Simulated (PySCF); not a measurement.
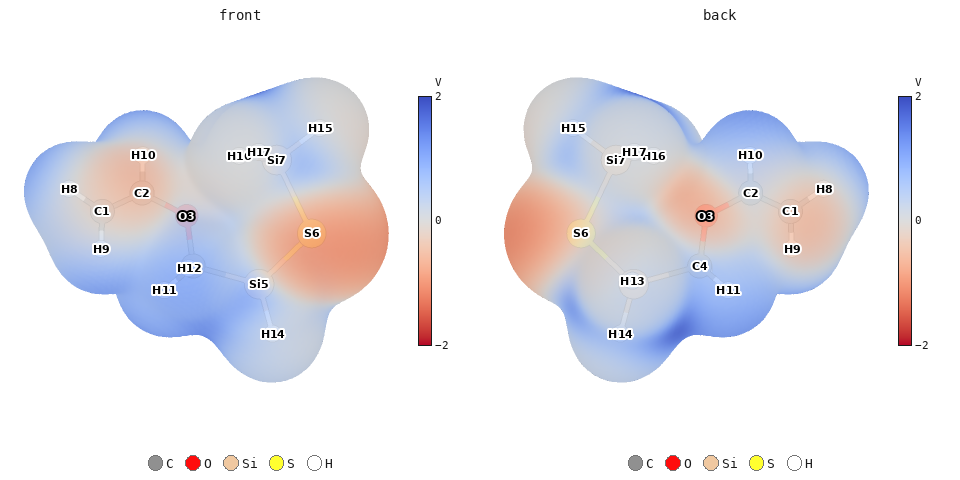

C₃H₁₀OSSi₂ (SMILES C=COC[SiH2]S[SiH3]). The electrostatic potential painted on the density surface at 0.002 e/bohr³, seen from the front and from behind; the colour scale runs from red (negative) to blue (positive).

Geometry: GFN2-xTB.

Computed with PBE0/pcSseg-1, SCF density, gas phase, non-relativistic in PySCF.

```xyz
17

C    -1.1587   -0.8869    2.5886
C    -0.1355   -0.2524    2.0416
O    -0.0511    0.2951    0.8044
C    -1.1842    0.2037   -0.0454
Si   -0.6722    1.1148   -1.6419
S     1.0520    0.1669   -2.4525
Si    2.3072   -0.3009   -0.7477
H    -1.0800   -1.2659    3.5897
H    -2.0922   -1.0523    2.0815
H     0.7969   -0.0982    2.5688
H    -2.0478    0.6778    0.4321
H    -1.4397   -0.8470   -0.2235
H    -0.3739    2.4990   -1.2898
H    -1.7059    0.9815   -2.6567
H     3.5564   -0.6232   -1.4244
H     1.7752   -1.4805   -0.0816
H     2.4464    0.8806    0.0857
```

### Where is the surface potential most negative and most positive?

The most negative region (about −1.1 V, or −25 kcal/mol for a unit charge) lies over S6, the most positive (about +1.5 V, or +35 kcal/mol for a unit charge) over Si5 and Si7.

### How polar is the molecule by this calculation?

Its dipole moment is 2.47 D.
